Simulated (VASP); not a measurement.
# MnO2 (Pyrolusite) with r2SCAN + rVV10: from relaxation to properties, part 7 of 16

What structure does MnO2 (Pyrolusite) take at this level, and what are its properties? The start is a cell from a database of measured crystal structures.

VASP 6.6.1, plane waves and PAW; the level of theory is named at each step.

So far, gap on the k-mesh (eV): step 2 (magnetic order: ferromagnetic) 0.127; step 3 (magnetic order: antiferromagnetic within the cell) 0.376; step 6 (magnetic order: antiferromagnetic, q = (1/2, 1/2, 0)) 0.251.

## 8. Full relaxation (r2SCAN + rVV10)

This step: r2SCAN with rVV10, spin-polarised from an antiferromagnetic start; plane waves and PAW (Mn_pv, O) (VASP 6.6.1).

System of this step: MnO2 (Pyrolusite). It takes space group P4_2/mnm (No. 136, tetragonal). Conventional cell: a = 4.398 Å, b = 4.398 Å, c = 2.873 Å, α = 90.00°, β = 90.00°, γ = 90.00°. Nearest to Mn lie 6 O at 1.88 to 1.90 Å. Nearest to O lie 3 Mn at 1.88 to 1.90 Å. Farther neighbours and most contacts between anions are not listed.

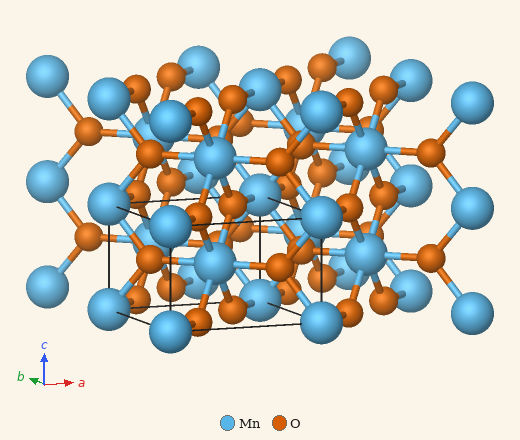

The cell of this step (manganese blue, oxygen orange). 2×2×2 cells are drawn. Some periodic images of atoms are drawn too.

Properties are meant for the cell that this level of theory prefers, so cell and atoms are relaxed first (ISIF = 3) until forces and stress are small; EDIFFG sets the threshold.

INCAR

```
SYSTEM = MnO2
PREC = Accurate
ENCUT = 520
EDIFF = 1E-06
NELM = 100
ISMEAR = 0
SIGMA = 0.05
LREAL = .FALSE.
ALGO = Normal
METAGGA = R2SCAN
LUSE_VDW = .TRUE.
IVDW_NL = 2
BPARAM = 11.95
CPARAM = 0.0093
LASPH = .TRUE.
NBANDS = 34
ISPIN = 2
MAGMOM = 2.71 -2.71 -0.04 0.04 -0.04 0.04
LMAXMIX = 4
LORBIT = 11
LWAVE = .FALSE.
LCHARG = .FALSE.
KPAR = 8
IBRION = 2
NSW = 60
ISIF = 3
EDIFFG = -0.01
```

POSCAR

```
MnO2
1.0
    4.3983000000      0.0000000000      0.0000000000
    0.0000000000      4.3983000000      0.0000000000
    0.0000000000      0.0000000000      2.8730000000
Mn O
2 4
Direct
    0.0000000000      0.0000000000      0.0000000000
    0.5000000000      0.5000000000      0.5000000000
    0.3051500000      0.3051500000      0.0000000000
    0.1948500000      0.8051500000      0.5000000000
    0.6948500000      0.6948500000      0.0000000000
    0.8051500000      0.1948500000      0.5000000000
```

KPOINTS

```
Automatic mesh
0
Gamma
5 5 8
0 0 0
```

Potentials, in the order of the species: Mn_pv and O (PBE family, release 64).

The run is started by

```sh
> mpirun -np 8 vasp_std
```

Output:

```text
[... set-up lines as in an earlier step ...]
 entering main loop
       N       E                     dE             d eps       ncg     rms          rms(c)
Total rVV10 correction in eV:      1.2169826    50.7297694
Total rVV10 correction in eV:      1.2169826    50.7297694
Total rVV10 correction in eV:      1.2169826    50.7297694
Total rVV10 correction in eV:      1.2169826    50.7297694
Total rVV10 correction in eV:      1.2169826    50.7297694
Total rVV10 correction in eV:      1.2169826    50.7297694
Total rVV10 correction in eV:      1.2169826    50.7297694
Total rVV10 correction in eV:      1.2169826    50.7297694
DAV:   1     0.628585256585E+03    0.62859E+03   -0.28381E+04  4136   0.182E+03
DAV:   2    -0.290911652089E+02   -0.65768E+03   -0.60430E+03  4442   0.528E+02
DAV:   3    -0.921220671592E+02   -0.63031E+02   -0.61648E+02  4328   0.176E+02
DAV:   4    -0.936298627242E+02   -0.15078E+01   -0.15009E+01  4408   0.270E+01
DAV:   5    -0.936496820083E+02   -0.19819E-01   -0.19801E-01  4472   0.332E+00    0.454E+01
Total rVV10 correction in eV:      1.2486558    50.7297652
Total rVV10 correction in eV:      1.2486558    50.7297652
Total rVV10 correction in eV:      1.2486558    50.7297652
Total rVV10 correction in eV:      1.2486558    50.7297652
Total rVV10 correction in eV:      1.2486558    50.7297652
Total rVV10 correction in eV:      1.2486558    50.7297652
Total rVV10 correction in eV:      1.2486558    50.7297652
Total rVV10 correction in eV:      1.2486558    50.7297652
DAV:   6    -0.685910678333E+02    0.25059E+02   -0.84107E+01  4590   0.110E+02    0.430E+01
Total rVV10 correction in eV:      1.2569376    50.7297668
Total rVV10 correction in eV:      1.2569376    50.7297668
Total rVV10 correction in eV:      1.2569376    50.7297668
Total rVV10 correction in eV:      1.2569376    50.7297668
Total rVV10 correction in eV:      1.2569376    50.7297668
Total rVV10 correction in eV:      1.2569376    50.7297668
Total rVV10 correction in eV:      1.2569376    50.7297668
Total rVV10 correction in eV:      1.2569376    50.7297668
DAV:   7    -0.659005710418E+02    0.26905E+01   -0.43556E+01  4136   0.921E+01    0.191E+01
Total rVV10 correction in eV:      1.2694768    50.7297656
Total rVV10 correction in eV:      1.2694768    50.7297656
Total rVV10 correction in eV:      1.2694768    50.7297656
Total rVV10 correction in eV:      1.2694768    50.7297656
Total rVV10 correction in eV:      1.2694768    50.7297656
Total rVV10 correction in eV:      1.2694768    50.7297656
Total rVV10 correction in eV:      1.2694768    50.7297656
Total rVV10 correction in eV:      1.2694768    50.7297656
DAV:   8    -0.641913022335E+02    0.17093E+01   -0.38347E+00  4246   0.239E+01    0.713E+00
Total rVV10 correction in eV:      1.2818495    50.7297657
Total rVV10 correction in eV:      1.2818495    50.7297657
Total rVV10 correction in eV:      1.2818495    50.7297657
Total rVV10 correction in eV:      1.2818495    50.7297657
Total rVV10 correction in eV:      1.2818495    50.7297657
Total rVV10 correction in eV:      1.2818495    50.7297657
Total rVV10 correction in eV:      1.2818495    50.7297657
Total rVV10 correction in eV:      1.2818495    50.7297657
DAV:   9    -0.642127209329E+02   -0.21419E-01   -0.93056E-01  4858   0.122E+01    0.373E+00
Total rVV10 correction in eV:      1.2853736    50.7297658
Total rVV10 correction in eV:      1.2853736    50.7297658
Total rVV10 correction in eV:      1.2853736    50.7297658
Total rVV10 correction in eV:      1.2853736    50.7297658
Total rVV10 correction in eV:      1.2853736    50.7297658
Total rVV10 correction in eV:      1.2853736    50.7297658
Total rVV10 correction in eV:      1.2853736    50.7297658
Total rVV10 correction in eV:      1.2853736    50.7297658
DAV:  10    -0.642219203447E+02   -0.91994E-02   -0.24655E-01  4246   0.469E+00    0.121E+00
Total rVV10 correction in eV:      1.2850427    50.7297658
Total rVV10 correction in eV:      1.2850427    50.7297658
Total rVV10 correction in eV:      1.2850427    50.7297658
Total rVV10 correction in eV:      1.2850427    50.7297658
Total rVV10 correction in eV:      1.2850427    50.7297658
Total rVV10 correction in eV:      1.2850427    50.7297658
Total rVV10 correction in eV:      1.2850427    50.7297658
Total rVV10 correction in eV:      1.2850427    50.7297658
DAV:  11    -0.642213826109E+02    0.53773E-03   -0.20800E-02  4284   0.102E+00    0.540E-01
Total rVV10 correction in eV:      1.2850034    50.7297658
Total rVV10 correction in eV:      1.2850034    50.7297658
Total rVV10 correction in eV:      1.2850034    50.7297658
Total rVV10 correction in eV:      1.2850034    50.7297658
Total rVV10 correction in eV:      1.2850034    50.7297658
Total rVV10 correction in eV:      1.2850034    50.7297658
Total rVV10 correction in eV:      1.2850034    50.7297658
Total rVV10 correction in eV:      1.2850034    50.7297658
DAV:  12    -0.642215533330E+02   -0.17072E-03   -0.23461E-03  4298   0.351E-01    0.257E-01
Total rVV10 correction in eV:      1.2850079    50.7297658
Total rVV10 correction in eV:      1.2850079    50.7297658
Total rVV10 correction in eV:      1.2850079    50.7297658
Total rVV10 correction in eV:      1.2850079    50.7297658
Total rVV10 correction in eV:      1.2850079    50.7297658
Total rVV10 correction in eV:      1.2850079    50.7297658
Total rVV10 correction in eV:      1.2850079    50.7297658
Total rVV10 correction in eV:      1.2850079    50.7297658
DAV:  13    -0.642211821872E+02    0.37115E-03   -0.33194E-04  5050   0.339E-01    0.112E-01
Total rVV10 correction in eV:      1.2851451    50.7297658
Total rVV10 correction in eV:      1.2851451    50.7297658
Total rVV10 correction in eV:      1.2851451    50.7297658
Total rVV10 correction in eV:      1.2851451    50.7297658
Total rVV10 correction in eV:      1.2851451    50.7297658
Total rVV10 correction in eV:      1.2851451    50.7297658
Total rVV10 correction in eV:      1.2851451    50.7297658
Total rVV10 correction in eV:      1.2851451    50.7297658
DAV:  14    -0.642211628988E+02    0.19288E-04   -0.12981E-04  4346   0.133E-01    0.505E-02
Total rVV10 correction in eV:      1.2851645    50.7297658
Total rVV10 correction in eV:      1.2851645    50.7297658
Total rVV10 correction in eV:      1.2851645    50.7297658
Total rVV10 correction in eV:      1.2851645    50.7297658
Total rVV10 correction in eV:      1.2851645    50.7297658
Total rVV10 correction in eV:      1.2851645    50.7297658
Total rVV10 correction in eV:      1.2851645    50.7297658
Total rVV10 correction in eV:      1.2851645    50.7297658
DAV:  15    -0.642211705405E+02   -0.76417E-05   -0.30598E-05  4284   0.910E-02    0.124E-02
[...]
Total rVV10 correction in eV:      1.2676802    50.7297672
Total rVV10 correction in eV:      1.2676802    50.7297672
DAV:   9    -0.642184519344E+02    0.89926E-05   -0.25588E-06  3518   0.146E-02    0.140E-02
Total rVV10 correction in eV:      1.2677879    50.7297672
Total rVV10 correction in eV:      1.2677879    50.7297672
Total rVV10 correction in eV:      1.2677879    50.7297672
Total rVV10 correction in eV:      1.2677879    50.7297672
Total rVV10 correction in eV:      1.2677879    50.7297672
Total rVV10 correction in eV:      1.2677879    50.7297672
Total rVV10 correction in eV:      1.2677879    50.7297672
Total rVV10 correction in eV:      1.2677879    50.7297672
DAV:  10    -0.642184561736E+02   -0.42392E-05   -0.67365E-06  4164   0.180E-02    0.484E-03
Total rVV10 correction in eV:      1.2677780    50.7297672
Total rVV10 correction in eV:      1.2677780    50.7297672
Total rVV10 correction in eV:      1.2677780    50.7297672
Total rVV10 correction in eV:      1.2677780    50.7297672
Total rVV10 correction in eV:      1.2677780    50.7297672
Total rVV10 correction in eV:      1.2677780    50.7297672
Total rVV10 correction in eV:      1.2677780    50.7297672
Total rVV10 correction in eV:      1.2677780    50.7297672
DAV:  11    -0.642184538032E+02    0.23703E-05   -0.14338E-07  2136   0.402E-03    0.173E-03
Total rVV10 correction in eV:      1.2677723    50.7297672
Total rVV10 correction in eV:      1.2677723    50.7297672
Total rVV10 correction in eV:      1.2677723    50.7297672
Total rVV10 correction in eV:      1.2677723    50.7297672
Total rVV10 correction in eV:      1.2677723    50.7297672
Total rVV10 correction in eV:      1.2677723    50.7297672
Total rVV10 correction in eV:      1.2677723    50.7297672
Total rVV10 correction in eV:      1.2677723    50.7297672
DAV:  12    -0.642184535340E+02    0.26922E-06   -0.54046E-08  2120   0.157E-03
Total rVV10 correction in eV:      1.2677637    50.7297672
Total rVV10 correction in eV:      1.2677637    50.7297672
Total rVV10 correction in eV:      1.2677637    50.7297672
Total rVV10 correction in eV:      1.2677637    50.7297672
Total rVV10 correction in eV:      1.2677637    50.7297672
Total rVV10 correction in eV:      1.2677637    50.7297672
Total rVV10 correction in eV:      1.2677637    50.7297672
Total rVV10 correction in eV:      1.2677637    50.7297672
Total rVV10 correction in eV:      1.2677682    50.7297672
Total rVV10 correction in eV:      1.2677682    50.7297672
Total rVV10 correction in eV:      1.2677682    50.7297672
Total rVV10 correction in eV:      1.2677682    50.7297672
Total rVV10 correction in eV:      1.2677682    50.7297672
Total rVV10 correction in eV:      1.2677682    50.7297672
Total rVV10 correction in eV:      1.2677682    50.7297672
Total rVV10 correction in eV:      1.2677682    50.7297672
   2 F= -.64218454E+02 E0= -.64218454E+02  d E =0.271984E-02  mag=    -0.0000
[...]
3 F= -.64229471E+02 E0= -.64229471E+02  d E =-.829736E-02  mag=    -0.0000
[...]
4 F= -.64229470E+02 E0= -.64229470E+02  d E =-.829655E-02  mag=     0.0000
[...]
5 F= -.64229832E+02 E0= -.64229832E+02  d E =-.362467E-03  mag=    -0.0000
 trial-energy change:   -0.000362  1 .order   -0.000392   -0.001577    0.000794
 step:   0.5803(harm=  0.5953)  dis= 0.00173  next Energy=   -64.229973 (dE=-0.503E-03)
 bond charge predicted
       N       E                     dE             d eps       ncg     rms          rms(c)
Total rVV10 correction in eV:      1.2763260    50.7297663
Total rVV10 correction in eV:      1.2763260    50.7297663
Total rVV10 correction in eV:      1.2763260    50.7297663
Total rVV10 correction in eV:      1.2763260    50.7297663
Total rVV10 correction in eV:      1.2763260    50.7297663
Total rVV10 correction in eV:      1.2763260    50.7297663
Total rVV10 correction in eV:      1.2763260    50.7297663
Total rVV10 correction in eV:      1.2763260    50.7297663
DAV:   1    -0.642300410213E+02   -0.20802E-03   -0.48867E-02  4080   0.139E+00    0.123E-01
Total rVV10 correction in eV:      1.2764729    50.7297662
Total rVV10 correction in eV:      1.2764729    50.7297662
Total rVV10 correction in eV:      1.2764729    50.7297662
Total rVV10 correction in eV:      1.2764729    50.7297662
Total rVV10 correction in eV:      1.2764729    50.7297662
Total rVV10 correction in eV:      1.2764729    50.7297662
Total rVV10 correction in eV:      1.2764729    50.7297662
Total rVV10 correction in eV:      1.2764729    50.7297662
DAV:   2    -0.642300054458E+02    0.35576E-04   -0.14475E-03  4228   0.355E-01    0.106E-01
Total rVV10 correction in eV:      1.2765022    50.7297662
Total rVV10 correction in eV:      1.2765022    50.7297662
Total rVV10 correction in eV:      1.2765022    50.7297662
Total rVV10 correction in eV:      1.2765022    50.7297662
Total rVV10 correction in eV:      1.2765022    50.7297662
Total rVV10 correction in eV:      1.2765022    50.7297662
Total rVV10 correction in eV:      1.2765022    50.7297662
Total rVV10 correction in eV:      1.2765022    50.7297662
DAV:   3    -0.642299920169E+02    0.13429E-04   -0.76271E-05  4382   0.146E-01    0.509E-02
Total rVV10 correction in eV:      1.2765513    50.7297662
Total rVV10 correction in eV:      1.2765513    50.7297662
Total rVV10 correction in eV:      1.2765513    50.7297662
Total rVV10 correction in eV:      1.2765513    50.7297662
Total rVV10 correction in eV:      1.2765513    50.7297662
Total rVV10 correction in eV:      1.2765513    50.7297662
Total rVV10 correction in eV:      1.2765513    50.7297662
Total rVV10 correction in eV:      1.2765513    50.7297662
DAV:   4    -0.642299700122E+02    0.22005E-04   -0.56358E-05  4812   0.598E-02    0.184E-02
Total rVV10 correction in eV:      1.2765381    50.7297662
Total rVV10 correction in eV:      1.2765381    50.7297662
Total rVV10 correction in eV:      1.2765381    50.7297662
Total rVV10 correction in eV:      1.2765381    50.7297662
Total rVV10 correction in eV:      1.2765381    50.7297662
Total rVV10 correction in eV:      1.2765381    50.7297662
Total rVV10 correction in eV:      1.2765381    50.7297662
Total rVV10 correction in eV:      1.2765381    50.7297662
DAV:   5    -0.642299722674E+02   -0.22553E-05   -0.90640E-06  4582   0.255E-02    0.110E-02
Total rVV10 correction in eV:      1.2765312    50.7297662
Total rVV10 correction in eV:      1.2765312    50.7297662
Total rVV10 correction in eV:      1.2765312    50.7297662
Total rVV10 correction in eV:      1.2765312    50.7297662
Total rVV10 correction in eV:      1.2765312    50.7297662
Total rVV10 correction in eV:      1.2765312    50.7297662
Total rVV10 correction in eV:      1.2765312    50.7297662
Total rVV10 correction in eV:      1.2765312    50.7297662
DAV:   6    -0.642299718728E+02    0.39465E-06   -0.17405E-06  2596   0.177E-02
Total rVV10 correction in eV:      1.2765322    50.7297662
Total rVV10 correction in eV:      1.2765322    50.7297662
Total rVV10 correction in eV:      1.2765322    50.7297662
Total rVV10 correction in eV:      1.2765322    50.7297662
Total rVV10 correction in eV:      1.2765322    50.7297662
Total rVV10 correction in eV:      1.2765322    50.7297662
Total rVV10 correction in eV:      1.2765322    50.7297662
Total rVV10 correction in eV:      1.2765322    50.7297662
Total rVV10 correction in eV:      1.2765321    50.7297662
Total rVV10 correction in eV:      1.2765321    50.7297662
Total rVV10 correction in eV:      1.2765321    50.7297662
Total rVV10 correction in eV:      1.2765321    50.7297662
Total rVV10 correction in eV:      1.2765321    50.7297662
Total rVV10 correction in eV:      1.2765321    50.7297662
Total rVV10 correction in eV:      1.2765321    50.7297662
Total rVV10 correction in eV:      1.2765321    50.7297662
   6 F= -.64229972E+02 E0= -.64229972E+02  d E =-.501944E-03  mag=     0.0000
 curvature:  -0.31 expect dE=-0.210E-05 dE for cont linesearch -0.149E-06
 trial: gam=-0.02633 g(F)=  0.870E-06 g(S)=  0.582E-05 ort = 0.298E-04 (trialstep = 0.832E+00)
 search vector abs. value=  0.641E-05
 reached required accuracy - stopping structural energy minimisation
```

Wall time 5 min (8 MPI ranks of Intel Xeon Platinum 8488C (Sapphire Rapids), shared host); peak memory 3.3 GiB; 40 min of CPU time.

Parts of OUTCAR (step 8):

```text
   NELECT =      50.0000    total number of electrons

 E-fermi :   5.1760

 spin component 1
 k-point     1 :       0.0000    0.0000    0.0000
  band No.  band energies     occupation
    ...
     21       3.0502      1.00000
     22       3.5378      1.00000
     23       4.0715      1.00000
     24       4.1506      1.00000
     25       4.7421      1.00000
     26       5.3650      0.00000
     27       6.1079      0.00000
     28       6.8169      0.00000
     29       7.7908      0.00000
     30       8.7963      0.00000
    ...

 k-point     2 :       0.2000    0.0000    0.0000
  band No.  band energies     occupation
    ...
     21       2.7670      1.00000
     22       3.4713      1.00000
     23       3.6709      1.00000
     24       3.9729      1.00000
     25       4.5689      1.00000
     26       6.0798      0.00000
     27       6.3921      0.00000
     28       6.9907      0.00000
     29       7.7548      0.00000
     30       8.6058      0.00000
    ...

  Total        0.0146158      0.0146158      0.0172132      0.0000000      0.0000000      0.0000000
  in kB        0.4273438      0.4273438      0.5032883      0.0000000      0.0000000      0.0000000
  external PRESSURE =       0.4526586 kB  Pullay stress =       0.0000000 kB

 POSITION                                       TOTAL-FORCE (eV/Angst)
 -----------------------------------------------------------------------------------
      0.00000      0.00000      0.00000        -0.000000     -0.000000      0.000000
      2.18777      2.18777      1.43107        -0.000000     -0.000000      0.000000
      1.33256      1.33256      0.00000        -0.001502     -0.001502      0.000000
      0.85521      3.52033      1.43107         0.001502     -0.001502      0.000000
      3.04298      3.04298      0.00000         0.001502      0.001502      0.000000
      3.52033      0.85521      1.43107        -0.001502      0.001502      0.000000
 -----------------------------------------------------------------------------------
    total drift:                                0.000000      0.000000      0.000000

  FREE ENERGIE OF THE ION-ELECTRON SYSTEM (eV)
  ---------------------------------------------------
  free  energy   TOTEN  =       -64.2299718728 eV

  energy  without entropy=      -64.2299718726  energy(sigma->0) =      -64.22997187

 reached required accuracy - stopping structural energy minimisation

 magnetization (x)
# of ion       s       p       d       tot
------------------------------------------
    1        0.011   0.022   2.662   2.696
    2       -0.011  -0.022  -2.662  -2.696
    3       -0.002  -0.041   0.000  -0.043
    4        0.002   0.041   0.000   0.043
    5       -0.002  -0.041   0.000  -0.043
    6        0.002   0.041   0.000   0.043
--------------------------------------------------
tot          0.000   0.000  -0.000  -0.000

[... 8 parts as in an earlier step ...]

[... 12 further parts left out ...]
```

CONTCAR:

```
MnO2
   1.00000000000000
     4.3755429971419062    0.0000000000000000    0.0000000000000000
    -0.0000000000000000    4.3755429971419062    0.0000000000000000
     0.0000000000000000    0.0000000000000000    2.8621429780020948
  Mn              O
     2     4
Direct
     0.0000000000000000    0.0000000000000000    0.0000000000000000
     0.5000000000000000    0.5000000000000000    0.5000000000000000
     0.3045473266087130    0.3045473266087130    0.0000000000000000
     0.1954526733912871    0.8045473266087130    0.5000000000000000
     0.6954526733912870    0.6954526733912870    0.0000000000000000
     0.8045473266087130    0.1954526733912871    0.5000000000000000
```

The magnetic order is the lowest of the few collinear ones that converged above; longer or canted patterns were not tried. The run keeps the 16 symmetry operations of its start, so it cannot find a distortion of lower symmetry.

[end of part 7 of 16]

[Lines on the potential files, build, host, timing and source positions are cut from VASP's logs without a mark.]

[Logs are printed without paths, hosts, clocks, repeated set-up lines and the standing remarks that a program may print on its own settings, such as how far it seeks lower states.]

[Hosts, paths, dates, database ids (printed as entryN), source tags and the programs' standing remarks are cut or masked in the printed files.]

[A measured line is paired with the nearest computed mode of its activity, which favours agreement.]

[In band tables of VASP the shares of atoms and orbitals are scaled to a sum of 1 inside the atoms' spheres.]
